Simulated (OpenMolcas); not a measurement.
**Single-point calculation of C2HCl5 (part 2 of 2)**

Continued. System: C2HCl5 (pentachloroethane). Method: r2SCAN/ANO-XS-VDZP, RKS, DKH2 (OpenMolcas 26.06). The geometry comes from this level: GFN2-xTB.

Geometry of the input (Å):
```
Cl -0.9928  -0.2258  1.8858
C  -0.7758  0.0449  0.1494
Cl -1.5627  -1.2473  -0.7706
C  0.7104  0.0821  -0.1833
Cl 1.4922  -1.4468  0.2325
Cl 0.9058  0.3943  -1.9213
Cl 1.4746  1.4056  0.7209
H  -1.2517  0.9931  -0.1135
```

**Log, continued**
```
++ Convergence information
                                   [...]      iterations: Energy and convergence statistics

Iter     Tot. [...]      One-elec.       Two-elec.     Energy      Max Dij or  Max Fij      DNorm      TNorm      AccCon     Time
         Energy          Energy          Energy        Change      Delta Norm                                                in Sec.

 The total and one-electron energies are shifted by a value of      2000. a.u.

   1  -383.925882095 -2945.052153279  1802.002112352   0.00E+00    7.27E-01*   1.48E-01*    1.42E+01   3.62E+02   None         2.
   2  -381.339201217 -2977.070552100  1836.607192051   2.59E+00*   1.45E-01*   1.17E-01*    7.27E+00   3.68E+02   EDIIS        2.
   3  -384.486530227 -2961.750549871  1818.139860812  -3.15E+00*   5.54E-02*   3.50E-02*    2.12E+00   3.65E+02   c2DIIS       2.
   4  -384.596668065 -2953.586411145  1809.865584248  -1.10E-01*   1.43E-01*   1.81E-02*    8.16E-01   3.64E+02   QNRc2DIIS    2.
   5  -384.581229073 -2958.778413678  1815.073025772   1.54E-02*   9.34E-02*   4.32E-02*    8.73E-01   3.64E+02   QNRc2DIIS    2.
   6  -384.605904888 -2956.401571358  1812.671507637  -2.47E-02*   2.27E-02*   9.89E-03*    5.44E-01   3.64E+02   QNRc2DIIS    2.
   7  -384.607560617 -2956.047053034  1812.315333584  -1.66E-03*   3.42E-03*   9.72E-04*    1.06E-01   3.64E+02   QNRc2DIIS    2.
   8  -384.607593755 -2955.978284643  1812.246532055  -3.31E-05*   9.16E-04    1.92E-04*    1.92E-02   3.64E+02   QNRc2DIIS    2.
   9  -384.607595135 -2955.976826551  1812.245072583  -1.38E-06*   5.09E-04    8.48E-05     5.82E-03   3.64E+02   QNRc2DIIS    2.
  10  -384.607595351 -2955.980911699  1812.249157515  -2.16E-07*   1.99E-04    3.30E-05     3.32E-03   3.64E+02   QNRc2DIIS    2.
  11  -384.607595412 -2955.980901841  1812.249147596  -6.14E-08    4.70E-05    8.50E-06     1.35E-03   3.64E+02   QNRc2DIIS    2.

       Convergence after  11 Iterations
--

 *****************************************************************************************************************************
 *                                             SCF/KS-DFT Program, Final results                                             *
 *                                                       Final Results                                                       *
 *****************************************************************************************************************************

::    Total KS-DFT energy                           -2384.6075954124
      One-electron energy                           -4955.9809018413
      Two-electron energy                            1812.2491475963
      Nuclear repulsion energy                        759.1241588326
      Kinetic energy (interpolated)                  2422.9286387570
      Virial theorem                                    0.9841839984
      Total spin, S(S+1)                                0.0000000000
      Total spin, S                                     0.0000000000
      Max non-diagonal density matrix element           0.0000223372
      Max non-diagonal Fock matrix element              0.0000039466

      All orbitals with orbital energies smaller than  E(LUMO)+0.5 are printed

++    Molecular orbitals:
      -------------------

      Title: RKS-DFT orbitals

      Molecular orbitals for symmetry species 1: a

          Orbital            1         2         3         4         5         6         7         8         9        10
          Energy         -101.5893 -101.5891 -101.5854 -101.5801 -101.5801  -10.2505  -10.2025   -9.4649   -9.4647   -9.4610
          Occ. No.          2.0000    2.0000    2.0000    2.0000    2.0000    2.0000    2.0000    2.0000    2.0000    2.0000

          Orbital           11        12        13        14        15        16        17        18        19        20
          Energy           -9.4557   -9.4556   -7.1488   -7.1486   -7.1450   -7.1395   -7.1394   -7.1371   -7.1369   -7.1368
          Occ. No.          2.0000    2.0000    2.0000    2.0000    2.0000    2.0000    2.0000    2.0000    2.0000    2.0000

          Orbital           21        22        23        24        25        26        27        28        29        30
          Energy           -7.1366   -7.1330   -7.1330   -7.1279   -7.1278   -7.1276   -7.1276   -0.9528   -0.8792   -0.8285
          Occ. No.          2.0000    2.0000    2.0000    2.0000    2.0000    2.0000    2.0000    2.0000    2.0000    2.0000

          Orbital           31        32        33        34        35        36        37        38        39        40
          Energy           -0.8205   -0.8046   -0.6924   -0.5827   -0.5044   -0.4846   -0.4809   -0.4360   -0.4248   -0.3428
          Occ. No.          2.0000    2.0000    2.0000    2.0000    2.0000    2.0000    2.0000    2.0000    2.0000    2.0000

          Orbital           41        42        43        44        45        46        47        48        49        50
          Energy           -0.3391   -0.3226   -0.3189   -0.3141   -0.3061   -0.3022   -0.2900   -0.2860   -0.2766   -0.0556
          Occ. No.          2.0000    2.0000    2.0000    2.0000    2.0000    2.0000    2.0000    2.0000    2.0000    0.0000

          Orbital           51        52        53        54        55        56        57        58        59        60
          Energy           -0.0479   -0.0469    0.0001    0.0301    0.0880    0.1195    0.3486    0.3499    0.3696    0.3701
          Occ. No.          0.0000    0.0000    0.0000    0.0000    0.0000    0.0000    0.0000    0.0000    0.0000    0.0000

          Orbital           61        62
          Energy            0.3946    0.4430
          Occ. No.          0.0000    0.0000

--

++    Molecular charges:
      ------------------

      Mulliken charges per centre and basis function type
      ---------------------------------------------------

                CL1     C2      CL3     C4      CL5     CL6     CL7     H8
      1s       2.0000  1.9970  2.0000  1.9962  2.0000  2.0000  2.0000  0.6908
      2s       1.9974  1.3225  1.9974  1.3596  1.9973  1.9973  1.9973  0.0223
      2px      1.9999  0.8946  2.0000  0.9111  2.0000  1.9999  2.0000  0.0032
      2pz      2.0003  0.8147  2.0000  0.8642  1.9999  2.0003  2.0000  0.0022
      2py      1.9999  1.0333  2.0000  0.8607  2.0002  1.9999  2.0002  0.0065
      3s       1.9489 -0.0281  1.9489 -0.0237  1.9505  1.9513  1.9512  0.0000
      3px      1.9244  0.0058  1.7921  0.0200  1.7828  1.9205  1.7909  0.0000
      3pz      1.2060  0.0035  1.7227  0.0115  1.8774  1.1910  1.7262  0.0000
      3py      1.9203  0.0019  1.5357  0.0108  1.3406  1.8975  1.4913  0.0000
      4s      -0.0059  0.0000 -0.0059  0.0000 -0.0092 -0.0085 -0.0085  0.0000
      3d2+     0.0008  0.0225  0.0067  0.0328  0.0097  0.0009  0.0065  0.0000
      3d1+     0.0071  0.0230  0.0055  0.0255  0.0025  0.0069  0.0052  0.0000
      3d0      0.0201  0.0316  0.0049  0.0372  0.0056  0.0199  0.0049  0.0000
      3d1-     0.0078  0.0249  0.0106  0.0341  0.0071  0.0077  0.0108  0.0000
      3d2-     0.0011  0.0192  0.0092  0.0304  0.0123  0.0010  0.0089  0.0000
      4px     -0.0011  0.0000 -0.0030  0.0000 -0.0027 -0.0009 -0.0027  0.0000
      4pz     -0.0092  0.0000 -0.0038  0.0000 -0.0019 -0.0114 -0.0038  0.0000
      4py     -0.0013  0.0000 -0.0048  0.0000 -0.0099 -0.0014 -0.0072  0.0000
      Total   17.0165  6.1665 17.0163  6.1703 16.9624 16.9719 16.9712  0.7250

      N-E     -0.0165 -0.1665 -0.0163 -0.1703  0.0376  0.0281  0.0288  0.2750

      Total electronic charge=   98.000000

      Total            charge=   -0.000000
--

++    Static properties:
      ------------------

      LoProp Charges per center

                   CL1      C2       CL3      C4       CL5      CL6      CL7      H8
      Nuclear     17.0000   6.0000  17.0000   6.0000  17.0000  17.0000  17.0000   1.0000
      Electronic -17.0393  -6.0958 -17.0391  -5.9618 -17.0140 -17.0239 -17.0231  -0.8031

      Total       -0.0393  -0.0958  -0.0391   0.0382  -0.0140  -0.0239  -0.0231   0.1969
--

++    Natural Bond Order analysis
      ---------------------------
      Based on LoProp computed density
      -------------------------------------------------------------------------------------
      Atom A       Atom B       Bond Order
      -------------------------------------------------------------------------------------
      NBO located      0.978 non-bonded electrons on atom CL1
      NBO located      0.993 non-bonded electrons on atom CL1
      NBO located      1.000 non-bonded electrons on atom CL1
      NBO located      1.000 non-bonded electrons on atom CL1
      NBO located      1.000 non-bonded electrons on atom CL1
      NBO located      1.000 non-bonded electrons on atom CL1
      NBO located      1.000 non-bonded electrons on atom CL1
      NBO located      1.002 non-bonded electrons on atom C2
      NBO located      1.012 non-bonded electrons on atom CL3
      NBO located      1.001 non-bonded electrons on atom CL3
      NBO located      1.000 non-bonded electrons on atom CL3
      NBO located      1.000 non-bonded electrons on atom CL3
      NBO located      1.000 non-bonded electrons on atom CL3
      NBO located      1.000 non-bonded electrons on atom CL3
      NBO located      1.002 non-bonded electrons on atom C4
      NBO located      0.997 non-bonded electrons on atom CL5
      NBO located      0.997 non-bonded electrons on atom CL5
      NBO located      1.000 non-bonded electrons on atom CL5
      NBO located      1.000 non-bonded electrons on atom CL5
      NBO located      1.000 non-bonded electrons on atom CL5
      NBO located      1.000 non-bonded electrons on atom CL5
      NBO located      0.975 non-bonded electrons on atom CL6
      NBO located      0.989 non-bonded electrons on atom CL6
      NBO located      0.999 non-bonded electrons on atom CL6
      NBO located      0.999 non-bonded electrons on atom CL6
      NBO located      1.000 non-bonded electrons on atom CL6
      NBO located      1.000 non-bonded electrons on atom CL6
      NBO located      1.000 non-bonded electrons on atom CL6
      NBO located      1.003 non-bonded electrons on atom CL7
      NBO located      1.003 non-bonded electrons on atom CL7
      NBO located      1.000 non-bonded electrons on atom CL7
      NBO located      1.000 non-bonded electrons on atom CL7
      NBO located      1.000 non-bonded electrons on atom CL7
      NBO located      1.000 non-bonded electrons on atom CL7
      The remaining   16.301 electrons are to be considered as diffuse
--

++    Molecular properties:
      ---------------------

      Charge (e):
                      =   -0.0000
      Dipole Moment (debye):
      Origin of the operator (angstrom)=    0.2202   -0.1833    0.0232
                   X= -4.5725E-01               Y=  9.4701E-01               Z= -2.6270E-01           Total=  1.0839E+00
      Quadrupole Moment (debye*angstrom):
      Origin of the operator (angstrom)=    0.2202   -0.1833    0.0232
                  XX= -7.3644E+01              XY= -1.7256E+00              XZ=  7.7690E-01              YY= -7.1804E+01
                  YZ= -1.3764E-01              ZZ= -7.3265E+01
      In traceless form (debye*angstrom)
                  XX= -1.1094E+00              XY= -2.5884E+00              XZ=  1.1654E+00              YY=  1.6500E+00
                  YZ= -2.0646E-01              ZZ= -5.4068E-01
--

--- Stop Module: scf /rc=_RC_ALL_IS_WELL_ ---
--- Module scf spent 21 seconds ---

.##################.
.# Happy landing! #.
.##################.

    Timing: Wall=29.18 User=24.62 System=4.55
```

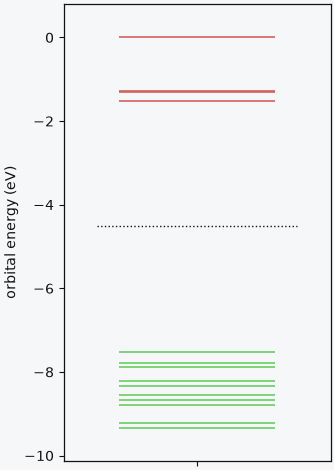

**Figure 1.** Orbital energies near the frontier; the dotted line parts filled from empty levels, and levels within 0.02 eV of each other stand side by side. Highest filled −7.53 eV, lowest empty −1.51 eV, 6.02 eV apart.

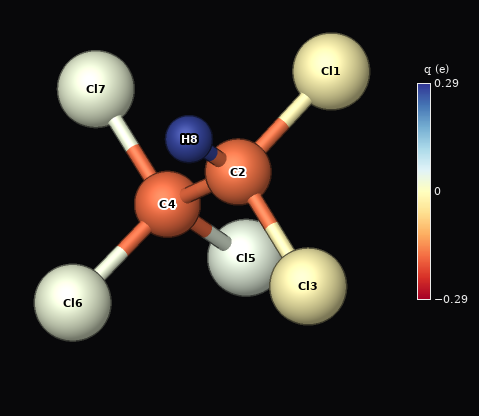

**Figure 2.** Mulliken charges, as the colour of each atom (ball-and-stick view, seen at a tilt; atoms are numbered from 1 in the order of the input). By element: Cl −0.02 to +0.04, C −0.17 and H +0.28 e.

**Key numbers**

- outcome: converged
- total energy: −2384.607595 hartree
- basis functions: 123
- HOMO: −7.53 eV
- LUMO: −1.51 eV
- dipole moment: 1.08 debye
- hardware: 1 thread of Arm Neoverse V1, 24 GiB of memory available, shared host
- wall time: 29 s
- peak memory: 0.81 GiB
